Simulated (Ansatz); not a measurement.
# Be2Al (built on the sites of a database entry of Be2B): a soft mode frozen in

Wanted: the energy along a soft mode of Be2Al (built on the sites of a database entry of Be2B) and the structure at the end.

Main program and level: Ansatz 0.2.0; DFT PBEsol, scalar-relativistic, plane waves, PAW.

The structure was built from a prototype and need not be the compound's stable phase.

## Step 1: Set-up

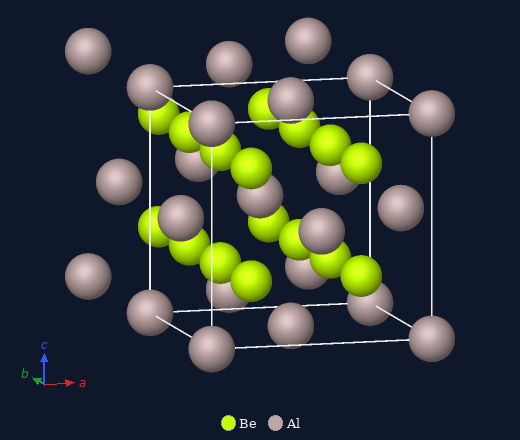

The cell as given, slightly off an axis (beryllium green, aluminium light grey). 1×2×1 cells are drawn. This picture shows the conventional cell, with its axes. Some periodic images of atoms are drawn too.

## Step 2: The dispersion

The cell comes from relaxations at this level that are not shown. Stability and thermal properties need the whole zone. Linear response on a 4×4×4 q mesh gives force constants as far as a supercell of that size would.

File input.yaml:

```yaml
crystal:
  lattice:
    - [0.0, 2.72517104, 2.72517104]
    - [2.72517104, 0.0, 2.72517104]
    - [2.72517104, 2.72517104, 0.0]
  atoms:
    - { symbol: Be, position: [0.25, 0.25, 0.25] }
    - { symbol: Be, position: [0.75, 0.75, 0.75] }
    - { symbol: Al, position: [0.0, 0.0, 0.0] }
kpoints:
  mp_grid: { grid: [12, 12, 12] }
hamiltonian:
  xc: pbesol
scf:
  occupations: { method: methfessel_paxton, width: 0.15 }
output:
  eigenvalues: true
phonons:
  method: dfpt
  qmesh: [4, 4, 4]
  temperatures: { t_max: 1000, t_step: 50 }
  qpath:
    path:
      - [[0.0, 0.0, 0.0], [0.5, 0.0, 0.5], [0.625, 0.25, 0.625]]
      - [[0.375, 0.375, 0.75], [0.0, 0.0, 0.0], [0.5, 0.5, 0.5], [0.5, 0.25, 0.75], [0.5, 0.0, 0.5]]
    npoints: 10
```

On the command line:

```
$ ansatz run input.yaml --threads 4 --pin off --max-ram 7168MiB --backend cpu --events-out ev --progress --plain --runs-dir out
```

Numbers of over 12 decimals in the logs are rounded to 6 here.

What it wrote:

```text
Engine: ansatz 0.2.0, aarch64-unknown-linux-gnu
Pseudopotentials: kind: paw
Pseudopotential: Be, paw, valence charge 2, recommended cutoff 420 eV (normal), Be.paw.azcp
Pseudopotential: Al, paw, valence charge 3, recommended cutoff 420 eV (normal), Al.paw.azcp
Functional definition: PBEsol
  exchange = pbesol_x
  correlation = pbesol_c
Crystal: 3 atoms, lattice volume = 40.477 Å³
Basis set: ecut = 420 eV, 749 PW (Γ), exchange–correlation on 54×54×54 points (8 copies of the dense FFT grid, shifted against one another)
Bands: 8, of which v1, the nominal top of the filled ones, is band 4 counted from 1 (3 counted from 0)
Symmetry: 48 space group operations
k-points: 72 of 1728
Non-local potential: Be, projectors of the file, l = 0: 2, l = 1: 2, l = 2: 1
Non-local potential: Al, projectors of the file, l = 0: 2, l = 1: 2, l = 2: 1
PAW form: soft (Blöchl's): semilocal exchange-correlation on the pseudo side does not see the compensation charge
PAW frozen core: Be, regenerated for the run's functional, and the local potential with it (the file was generated under x = pbe(κ = 0.804, μ = 0.219515), c = pbe(β = 0.066725))
PAW frozen core: Al, regenerated for the run's functional, and the local potential with it (the file was generated under x = pbe(κ = 0.804, μ = 0.219515), c = pbe(β = 0.066725))
PAW one-centre angular grid: Be, 110 points (default); XC on 64 Gauss nodes
PAW one-centre angular grid: Al, 110 points (default); XC on 64 Gauss nodes
Initial density: superposition of atomic densities (neutral atoms: chi_scale 0, normalization atom), corrected by the library's trained network
Initial wavefunctions: pseudopotential atomic-orbital guess
Functional: x = pbesol(κ = 0.804, μ = 0.123457), c = pbesol(β = 0.046)
SCF iter   1: F=—  HF=-703.452480 eV  |F-HF|=—  |Δ(HF+E_count)|=         —  Δρ=2.22e-3  dr2=3.03e-3  ethr=1.77e-3  ⟨swp⟩=5.1  Hψ=4685  notcnv=0
preconditioner: auto → none  [metal: Δε(μ)=0.056 eV  Ē_g=8.113 eV  σ=0.150 eV  W_gap=0.31  n_scr=8 (ndim 8)  ℏωp=15.4 eV  f_vac=0.000  D(μ)=0.92/eV (n_scr^D=8)  sad-step TF]
SCF iter   2: F=—  HF=-703.452015 eV  |F-HF|=—  |Δ(HF+E_count)|=   4.66e-4  S|Δr|=    0.00e0  Δρ=1.46e-3  dr2=1.39e-3  ethr=4.33e-5  ⟨swp⟩=1.0  Hψ=1154  notcnv=0
SCF iter   3: F=—  HF=-703.451741 eV  |F-HF|=—  |Δ(HF+E_count)|=   2.74e-4  S|Δr|=    0.00e0  Δρ=9.37e-5  dr2=3.52e-6  ethr=1.98e-5  ⟨swp⟩=2.0  Hψ=794  notcnv=0
SCF iter   4: F=—  HF=-703.451742 eV  |F-HF|=—  |Δ(HF+E_count)|=   1.60e-6  S|Δr|=    0.00e0  Δρ=1.77e-5  dr2=8.05e-8  ethr=5.03e-8  ⟨swp⟩=2.2  Hψ=798  notcnv=0
SCF iter   5: F=—  HF=-703.451742 eV  |F-HF|=—  |Δ(HF+E_count)|=   1.10e-7  S|Δr|=    0.00e0  Δρ=1.21e-6  dr2=5.07e-10  ethr=1.15e-9  ⟨swp⟩=2.3  Hψ=781  notcnv=0
SCF iter   6: F=-703.451742 eV  HF=-703.451742 eV  |F-HF|=5.34e-12  |Δ(HF+E_count)|=  3.37e-10  S|Δr|=    0.00e0  Δρ=1.29e-7  dr2=4.12e-12  ethr=1.00e-12  ⟨swp⟩=5.0  Hψ=2620  notcnv=0
SCF 1 converged in 6 iterations: F = -703.451742 eV  dr2 = 4.12e-12
  greatest PAW one-centre occupation: 0.466 electrons in one spin orbital (limit 2), on the Al atom at site 2 (counted from 0), in its partial waves of l = 0
phonons: the bands overlap, so this run is a metal and interpolates without the dipole-dipole term. If the crystal is really an insulator or semiconductor, its LO-TO splitting is missing
NSCF: frozen V_eff on 72 k-points
WARN: eigensolver did not converge in 8 slots of this pass, the one above among them; of largest residual over every band (k=15): 1 band(s) unlocked (lowest unlocked band 7, counted from 0; max residual 1.32e-2 eV among the unlocked bands, 1.32e-2 eV over every band); of lowest unlocked band (k=1): band 7
NSCF: frozen V_eff on 163 k-points
DFPT response loops at q = (0, 0, 0) (fractional): preconditioner auto → Kerker (q_TF=auto, 2.036 Å⁻¹) (partly filled bands, converged f_vac=0.000); β = 1.00, the filter's whole step (`scf.mixing.beta` (0.50) is not read by the response loops under this deck's `scf.mixing.preconditioner`; to damp them name `kerker` or `kerker_dos`, under which they read `scf.mixing.beta`, and type it under 1.00, their step now; both keys bind the ground state too); Broyden in place of MSR1
NSCF: frozen V_eff on 1872 k-points
DFPT response loops at q = (0, 0, 0.25) (fractional): mixed as the last ones told, above
NSCF: frozen V_eff on 952 k-points
DFPT response loops at q = (0, 0, -0.5) (fractional): mixed as the last ones told, above
NSCF: frozen V_eff on 1020 k-points
DFPT response loops at q = (0, 0.25, 0.25) (fractional): mixed as the last ones told, above
NSCF: frozen V_eff on 3456 k-points
DFPT response loops at q = (0, 0.25, -0.5) (fractional): mixed as the last ones told, above
NSCF: frozen V_eff on 1872 k-points
DFPT response loops at q = (0, 0.25, -0.25) (fractional): mixed as the last ones told, above
NSCF: frozen V_eff on 560 k-points
DFPT response loops at q = (0, -0.5, -0.5) (fractional): mixed as the last ones told, above
NSCF: frozen V_eff on 1020 k-points
DFPT response loops at q = (0.25, -0.5, -0.25) (fractional): mixed as the last ones told, above
SCF converged after 6 iterations
Stability not checked: this state was not tested for a lower state beside it, because cold or Methfessel-Paxton smearing, or corrected tetrahedra, fill the levels in a way that the test cannot read (fill_not_monotonic; see scf.lower_state_search)
Free energy (F): -703.451742 eV
Harris-Foulkes:  -703.451742 eV  (|F-HF|=5.34e-12)
Internal energy: -703.451450 eV  (E = F + TS)
E sigma→0 (E₀):  -703.451669 eV
Entropy (-TS):   -0.000293 eV (-0.098 meV/atom)
Fermi energy:    5.104935 eV
--- Per-component energies (eV) ---
  E_band       = 10.281181
  E_kinetic    = 58.991731
  E_local      = 0.208088  (includes V_loc(G=0)·N_el)
  E_nonlocal   = 20.448394
  E_hartree    = 2.282711
  E_xc         = -75.938413
  E_vxc        = -67.246869  (∫ρ·V_xc dr)
  E_paw        = -569.580573  (= ΣΔE_a)
  E_vpaw       = -6.685582  (= ΣTr[D̂ρ^β])
  E_aug_tail   = -0.000004  (compensation charges beyond the density's cutoff)
  E_ewald      = -139.901585
  E_core_change = 0.038202  (= ΣΔE_core)
  E_smearing   = -0.000293  (= −TS)
  E_closure    = -0.000000  (closes the sum)
  Σ components = -703.451742   (vs F -703.451742, Δ=0.00e0)
--- Band table (eV; the first three rows and the last of 72) ---
  k-point 0: bands = ["-4.1887", "6.6096", "6.6096", "6.6096", "8.7765", "8.7765", "8.7765", "12.4158"]
  k-point 1: bands = ["-4.0990", "5.8688", "6.5019", "6.5019", "8.8752", "8.8752", "9.1250", "12.4828"]
  k-point 2: bands = ["-3.8306", "4.4808", "6.2863", "6.2863", "8.8935", "8.8935", "9.4583", "12.1659"]
  k-point 71: bands = ["0.0688", "1.4591", "1.4591", "1.9197", "9.3647", "9.3647", "11.5693", "11.9889"]
--- Phonons (Γ-DFPT): 2 representative perturbations + reference (Σ response iterations 6) ---
  ASR residual: 1.998e-5 → 0.000e0 eV/Å²; symmetrization residual: 5.509e-9 eV/Å²
  ASR residual per site (eV/Å²): 2.00e-5 2.00e-5 4.42e-6
  Γ frequencies (cm⁻¹): 0.00 0.00 0.00 278.96 278.96 278.96 483.56 483.56 483.56
--- Phonons (arbitrary-q DFPT): 8 irreducible q on the 4×4×4 mesh ---
  q = [0.0000, 0.0000, 0.0000] (star 1, of the zone-centre solve; hermiticity 1.19e-9, symmetrization 1.82e-15): 0.00 0.00 0.00 278.96 278.96 278.96 483.56 483.56 483.56
  q = [0.0000, 0.0000, 0.2500] (star 8, 2 solved perturbations on 936 of 1728 k-point pairs; hermiticity 9.72e-9, symmetrization 4.08e-15): -72.35 -72.35 96.77 286.49 286.49 353.15 430.25 481.86 481.86
  q = [0.0000, 0.0000, -0.5000] (star 4, 2 solved perturbations on 476 of 1728 k-point pairs; hermiticity 4.71e-9, symmetrization 3.10e-15): -112.59 -112.59 208.28 339.32 339.32 397.74 462.15 472.32 472.32
  q = [0.0000, 0.2500, 0.2500] (star 6, 4 solved perturbations in 1608 linear systems a pass and spin channel, the states on 510 of 1728 k-point pairs; hermiticity 2.39e-8, symmetrization 2.49e-15): -122.77 -122.77 171.35 327.12 327.12 360.77 413.29 478.00 478.00
  q = [0.0000, 0.2500, -0.5000] (star 24, 4 solved perturbations in 5328 linear systems a pass and spin channel, the states on 1728 of 1728 k-point pairs; hermiticity 1.14e-8, symmetrization 3.86e-15): -145.73 -109.98 192.06 355.12 366.47 402.94 451.04 468.66 475.01
  q = [0.0000, 0.2500, -0.2500] (star 12, 4 solved perturbations in 2892 linear systems a pass and spin channel, the states on 936 of 1728 k-point pairs; hermiticity 1.35e-8, symmetrization 4.29e-15): -96.20 -75.98 136.98 320.72 362.14 416.00 416.69 477.28 482.13
  q = [0.0000, -0.5000, -0.5000] (star 3, 4 solved perturbations in 886 linear systems a pass and spin channel, the states on 280 of 1728 k-point pairs; hermiticity 1.65e-8, symmetrization 1.64e-15): -173.05 -173.05 254.56 288.01 398.12 398.12 451.24 451.24 464.69
  q = [0.2500, -0.5000, -0.2500] (star 6, 4 solved perturbations in 1544 linear systems a pass and spin channel, the states on 510 of 1728 k-point pairs; hermiticity 4.46e-9, symmetrization 2.30e-15): -206.22 144.87 144.87 328.47 419.25 448.70 448.70 452.08 455.34
  sum rule: each row above includes the acoustic sum rule's correction from the zone centre's row sums; it moved no ω² by more than (0.78 cm⁻¹)²
  mesh force constants: q→R imaginary residual 4.66e-18; ASR residual 1.998e-5 → 0.000e0 eV/Å²; symmetrization residual 5.329e-15 eV/Å²
  interpolated dispersion: 62 rows × 9 modes
  density of states and harmonic sums: on the 20×20×20 q-mesh, interpolated from the force constants of a 4×4×4 supercell (no non-analytic term)
  largest difference from the sums on the solved wave vectors: F 4.68e-2 eV, S 6.13e-5 and C_V 1.59e-5 eV/K
  zero-point energy: 0.164052 eV/cell   skipped modes (ω ≤ 0): 464, of them read as no rigid motion or as one in doubt: 461 (1.753e0 modes/cell left out, lowest -206.22 cm⁻¹)   left out of the sums: 1.95e-1 of the cell's modes: C_V's classical limit lies that fraction below 3 k_B per atom; for a crystal, a wire or a layer, F and S can be off by more, and a phonons.interpolated_qmesh denser along its periods is the remedy for the sampling
```

Run time: 97 s. Hardware: 4 threads of Arm Neoverse V1, shared host; peak memory 1.4 GiB; 6.2 min of CPU time.

Reading the cycles: dr2 is the Hartree energy of the density residual (eV), the measure of convergence; HF is the Harris–Foulkes estimate of the energy, which meets the free energy F at convergence.

This step gave:

```
volume per atom                                         : 13.49 Å³
gap on the k-mesh                                       : 0 eV
sum-rule residual before enforcement                    : 2.00e-5 eV/Å²
lowest frequency on the path                            : -206.2 cm⁻¹
point group                                             : m-3m
highest frequency on the path or at a solved wavevector : 486.4 cm⁻¹
highest optical mode at the zone centre (no LO-TO term) : 483.6 cm⁻¹
lowest optical zone-centre mode                         : 279.0 cm⁻¹
lowest mode on the q mesh (acoustic modes at Γ apart)   : -206.2 cm⁻¹
```

Frequencies (cm⁻¹) solved at each irreducible wavevector; negative means imaginary. Frequencies by wavevector, by row:

| q in reciprocal lattice units | star | mode 1 | mode 2 | mode 3 | mode 4 | mode 5 | mode 6 | mode 7 | mode 8 | mode 9 |
| --- | --- | --- | --- | --- | --- | --- | --- | --- | --- | --- |
| 0 0 0 | 1 | 0 | 0 | 0 | 279 | 279 | 279 | 483.6 | 483.6 | 483.6 |
| 0 0 0.25 | 8 | -72.3 | -72.3 | 96.8 | 286.5 | 286.5 | 353.1 | 430.2 | 481.9 | 481.9 |
| 0 0 -0.5 | 4 | -112.6 | -112.6 | 208.3 | 339.3 | 339.3 | 397.7 | 462.1 | 472.3 | 472.3 |
| 0 0.25 0.25 | 6 | -122.8 | -122.8 | 171.3 | 327.1 | 327.1 | 360.8 | 413.3 | 478 | 478 |
| 0 0.25 -0.5 | 24 | -145.7 | -110 | 192.1 | 355.1 | 366.5 | 402.9 | 451 | 468.7 | 475 |
| 0 0.25 -0.25 | 12 | -96.2 | -76 | 137 | 320.7 | 362.1 | 416 | 416.7 | 477.3 | 482.1 |
| 0 -0.5 -0.5 | 3 | -173.1 | -173.1 | 254.6 | 288 | 398.1 | 398.1 | 451.2 | 451.2 | 464.7 |
| 0.25 -0.5 -0.25 | 6 | -206.2 | 144.9 | 144.9 | 328.5 | 419.2 | 448.7 | 448.7 | 452.1 | 455.3 |

Interpolated from a 4×4×4 q mesh. The phonon branches at the labelled points (cm⁻¹):

| point | branch 1 | branch 2 | branch 3 | branch 4 | branch 5 | branch 6 | branch 7 | branch 8 | branch 9 |
| --- | --- | --- | --- | --- | --- | --- | --- | --- | --- |
| Γ | 0 | 0 | 0 | 279 | 279 | 279 | 484 | 484 | 484 |
| X | -173 | -173 | 255 | 288 | 398 | 398 | 451 | 451 | 465 |
| U | -154 | -146 | 236 | 317 | 378 | 448 | 450 | 462 | 464 |
| jump to K | -154 | -146 | 236 | 317 | 378 | 448 | 450 | 462 | 464 |
| Γ | 0 | 0 | 0 | 279 | 279 | 279 | 484 | 484 | 484 |
| L | -113 | -113 | 208 | 339 | 339 | 398 | 462 | 472 | 472 |
| W | -206 | 145 | 145 | 328 | 419 | 449 | 449 | 452 | 455 |
| X | -173 | -173 | 255 | 288 | 398 | 398 | 451 | 451 | 465 |

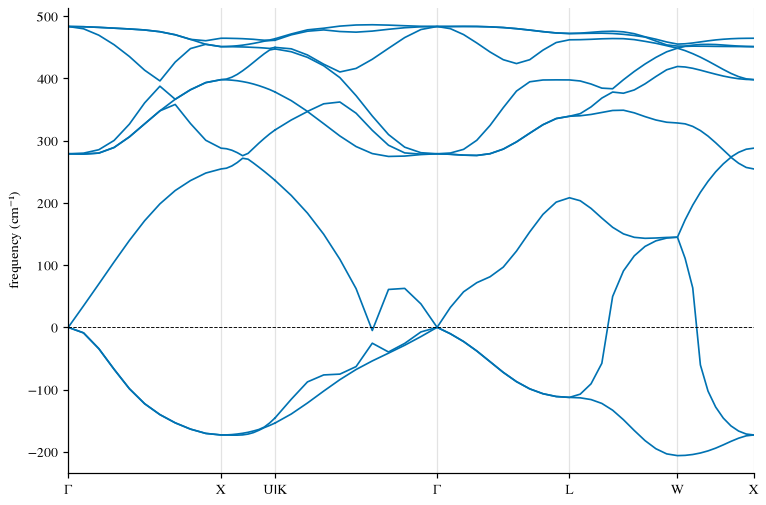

Phonon branches along the path.

Symmetry leaves 8 wavevectors to solve. The lowest mode among them, the acoustic zeros apart, lies at q = (0.25, -0.5, -0.25) and is imaginary, 206.2i cm⁻¹, so the energy falls along it.

## Step 3: The mode frozen in, largest atomic shift 0 Å

The mode followed lies at q = (0.25, -0.5, -0.25) with frequency 206.2i cm⁻¹, the softest among the wavevectors solved. At small amplitude the distorted cell has space group no. 141 by a symmetry search on the positions. The undistorted cell that holds it gives the zero of energy on the same k mesh.

System of this step: Be2Al (built on the sites of a database entry of Be2B). Symmetry: Fm-3m, No. 225, cubic system. The conventional cell has a = 5.450 Å, b = 5.450 Å, c = 5.450 Å, α = 90.00°, β = 90.00°, γ = 90.00°. Nearest to Be lie 4 Al at 2.36 Å. Nearest to Al lie 8 Be at 2.36 Å. Farther neighbours are not listed.

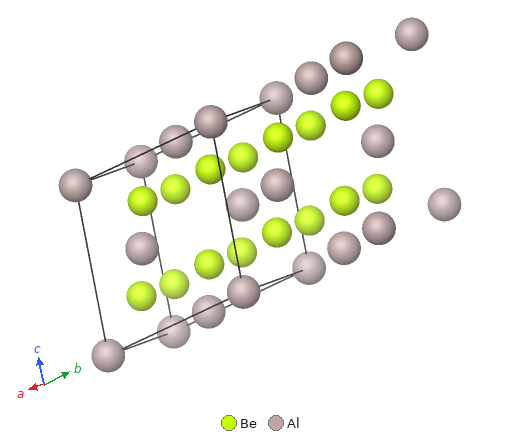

The cell of this step (beryllium green, aluminium light grey). 1×2×1 cells are drawn. Some periodic images of atoms are drawn too.

File input.yaml:

```yaml
crystal:
  lattice:
    - [0.0, 0.0, -5.45034208]
    - [5.45034208, 0.0, 0.0]
    - [2.72517104, -5.45034208, -2.72517104]
  atoms:
    - { symbol: Be, position: [0.625, 0.625, 0.25] }
    - { symbol: Be, position: [0.125, 0.125, 0.25] }
    - { symbol: Be, position: [0.375, 0.875, 0.75] }
    - { symbol: Be, position: [0.875, 0.375, 0.75] }
    - { symbol: Be, position: [0.375, 0.375, 0.75] }
    - { symbol: Be, position: [0.875, 0.875, 0.75] }
    - { symbol: Be, position: [0.125, 0.625, 0.25] }
    - { symbol: Be, position: [0.625, 0.125, 0.25] }
    - { symbol: Al, position: [0.75, 0.25, 0.5] }
    - { symbol: Al, position: [0.25, 0.75, 0.5] }
    - { symbol: Al, position: [0.5, 0.5, 0.0] }
    - { symbol: Al, position: [0.0, 0.0, 0.0] }
kpoints:
  mp_grid: { grid: [6, 6, 6] }
hamiltonian:
  xc: pbesol
scf:
  occupations: { method: methfessel_paxton, width: 0.15 }
output:
  forces: true
  stress: true
  eigenvalues: true
```

What it wrote:

```text
[...]
Crystal: 12 atoms, lattice volume = 161.909 Å³
Basis set: ecut = 420 eV, 3083 PW (Γ), exchange–correlation on 80×80×90 points (8 copies of the dense FFT grid, shifted against one another)
Bands: 26, of which v1, the nominal top of the filled ones, is band 14 counted from 1 (13 counted from 0)
Symmetry: 64 space group operations
[...]
k-points: 30 of 216
[...]
k-point 0: bands = [... 10 lower, 1.9195, 3.2790, 3.2790, 5.7805, 6.6096, 6.6096, 6.6111, 7.4837, ... 6 higher]
  k-point 1: bands = [... 10 lower, 2.2443, 3.4005, 3.4005, 5.8245, 6.0519, 6.0519, 6.5385, 7.6292, ... 6 higher]
  k-point 2: bands = [... 10 lower, 3.2856, 3.7622, 3.7622, 5.1479, 5.1479, 5.9507, 6.3573, 6.4080, ... 6 higher]
  k-point 29: bands = [... 10 lower, 5.0863, 5.0863, 5.5752, 5.5752, 5.8279, 5.8279, 7.7857, 7.7857, ... 6 higher]
[key lines of the parts left out:]
SCF converged after 5 iterations
Free energy (F): -2813.826816 eV
Fermi energy:    5.164842 eV
P = ⅓ Tr σ = -0.1065 GPa (-1.065 kbar)
```

It took 2.1 s on 4 threads; peak memory 0.5 GiB; 7.6 s of CPU time.

Numbers from this step:

```yaml
pressure: -0.1065 GPa
energy_from_the_undistorted_cell: 0 meV/atom
```

The run ends at a pressure of -0.11 GPa.

## Step 4: The mode frozen in, largest atomic shift 0.22 Å

The atoms are moved along the unstable eigenvector, the largest shift by 0.22 Å, with the cell fixed.

File input.yaml:

```yaml
crystal:
  lattice:
    - [0.0, 0.0, -5.45034208]
    - [5.45034208, 0.0, 0.0]
    - [2.72517104, -5.45034208, -2.72517104]
  atoms:
    - { symbol: Be, position: [0.6653644389, 0.625, 0.25] }
    - { symbol: Be, position: [0.0846355611, 0.125, 0.25] }
    - { symbol: Be, position: [0.375, 0.8346355611, 0.75] }
    - { symbol: Be, position: [0.875, 0.4153644389, 0.75] }
    - { symbol: Be, position: [0.375, 0.4153644389, 0.75] }
    - { symbol: Be, position: [0.875, 0.8346355611, 0.75] }
    - { symbol: Be, position: [0.0846355611, 0.625, 0.25] }
    - { symbol: Be, position: [0.6653644389, 0.125, 0.25] }
    - { symbol: Al, position: [0.7349572954, 0.2349572954, 0.5300854093] }
    - { symbol: Al, position: [0.2650427046, 0.7650427046, 0.4699145907] }
    - { symbol: Al, position: [0.4849572954, 0.4849572954, 0.0300854093] }
    - { symbol: Al, position: [0.0150427046, 0.0150427046, -0.0300854093] }
kpoints:
  mp_grid: { grid: [6, 6, 6] }
hamiltonian:
  xc: pbesol
scf:
  occupations: { method: methfessel_paxton, width: 0.15 }
output:
  forces: true
  stress: true
  eigenvalues: true
```

What it wrote:

```text
[...]
Crystal: 12 atoms, lattice volume = 161.909 Å³
Basis set: ecut = 420 eV, 3083 PW (Γ), exchange–correlation on 80×80×90 points (8 copies of the dense FFT grid, shifted against one another)
Bands: 26, of which v1, the nominal top of the filled ones, is band 14 counted from 1 (13 counted from 0)
Symmetry: 16 space group operations
[...]
k-points: 30 of 216
[...]
k-point 0: bands = [... 10 lower, 1.8782, 3.3722, 3.3722, 5.6717, 6.6552, 6.6552, 6.8818, 7.4036, ... 8 higher]
  k-point 1: bands = [... 10 lower, 2.2007, 3.4963, 3.4963, 5.7290, 6.0949, 6.0949, 6.7596, 7.5474, ... 8 higher]
  k-point 2: bands = [... 10 lower, 3.2677, 3.8640, 3.8640, 5.2057, 5.2057, 5.8965, 6.3552, 6.3552, ... 8 higher]
  k-point 29: bands = [... 10 lower, 5.1119, 5.1119, 5.2104, 5.2104, 6.3038, 6.3038, 7.3038, 7.3038, ... 8 higher]
[key lines of the parts left out:]
SCF converged after 6 iterations
Free energy (F): -2814.127884 eV
Fermi energy:    5.144695 eV
P = ⅓ Tr σ = -0.3706 GPa (-3.706 kbar)
```

The job ended after 2.2 s (4 threads; peak memory 0.5 GiB; 8.3 s of CPU time).

This step gave:

```
pressure                         : -0.3706 GPa
energy from the undistorted cell : -24.85 meV/atom
```

The energy, extrapolated to zero smearing, is -24.85 meV/atom against the undistorted cell.

The run ends at a pressure of -0.37 GPa, with forces up to 0.64 eV/Å.

(Continued in part 2 of 2.)

[Logs are printed without paths, hosts, clocks, repeated set-up lines and the standing remarks that a program may print on its own settings, such as how far it seeks lower states.]

[Hosts, paths, dates, database ids (printed as entryN), source tags and the programs' standing remarks are cut or masked in the printed files.]
